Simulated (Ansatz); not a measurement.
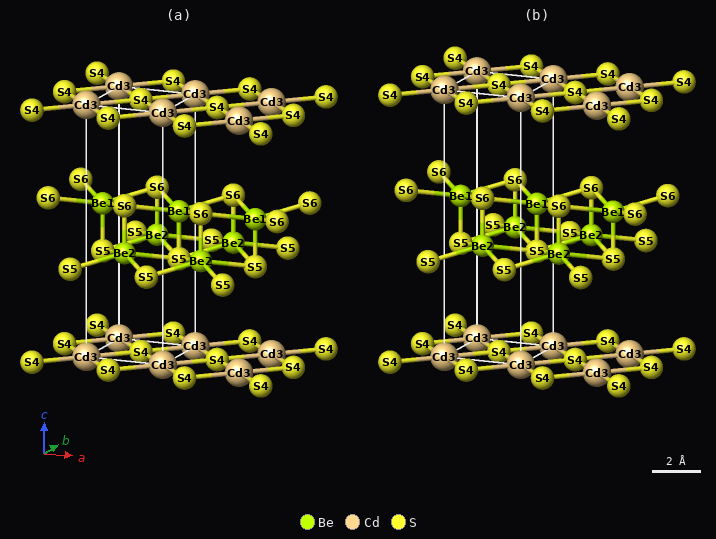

The structure of crystalline Be₂CdS₃ (a generated structure, set up in P-4m2) before (left) and after (right) a relaxation, at one scale.

Style: ball-and-stick. Shown: the cell of the calculation, repeated 2 × 1 × 1 with one cell outlined, slightly off an axis.

Theory: DFT PBE, scalar-relativistic, plane waves, PAW (Ansatz 0.2.0).

The input:
```yaml
crystal:
  lattice:
    - [3.4608146064, 0.0, 0.0]
    - [0.0, 3.4608146064, 0.0]
    - [0.0, 0.0, 10.837632622]
  atoms:
    - { symbol: Be, position: [0.0, 0.5, 0.5727235745] }
    - { symbol: Be, position: [0.5, 0.0, 0.4272764255] }
    - { symbol: Cd, position: [0.0, 0.0, 0.0] }
    - { symbol: S, position: [0.5, 0.5, 0.0] }
    - { symbol: S, position: [0.0, 0.5, 0.3844578904] }
    - { symbol: S, position: [0.5, 0.0, 0.6155421096] }
basis:
  ecutwfc: 420
kpoints:
  mp_grid: { grid: [12, 12, 4] }
hamiltonian:
  xc: pbe
scf:
  occupations: { method: gaussian, width: 0.1 }
output:
  forces: true
  stress: true
  eigenvalues: true
  write_density: true
  write_potential: true
  elf: true
  volumetric_format: npy
relax:
  adjacent_minimum: "off"
  f_tol: 0.01
  max_steps: 80
  cell: { stress_tol: 0.05 }
```

Run as
```bash
ansatz run input.yaml --threads 1 --pin off --max-ram 2560MiB --backend cpu --events-out ev --progress --plain --runs-dir out
```

**What changed between the two?**

The largest moves relative to the cell, 0.076 Å, are those of S5 and S6. S5 goes along +c. By element the largest moves are S 0.076 Å, Be 0.048 Å. Cd stays in place. The volume changes by +6.0 %, with a = b unchanged at 3.461 Å, c 10.838 → 11.483 Å (+6.0 %). The space group stays P-4m2 (No. 115). Over 6 accepted moves (7 points after the start) the energy falls by 0.5 meV per atom. The largest force component goes from 0.037 to 0.00025 eV/Å. The pressure goes from 0.02 to 0.00 GPa. The SCF was repeated once at an unchanged geometry on a basis and grid sized afresh for the cell, which shifted the energy by 0.2 meV per atom at most. Cost: 2.5 min on 1 thread of Intel(R) Xeon(R) Platinum 8488C (Sapphire Rapids), with other jobs on the host, peak memory 0.61 GiB.
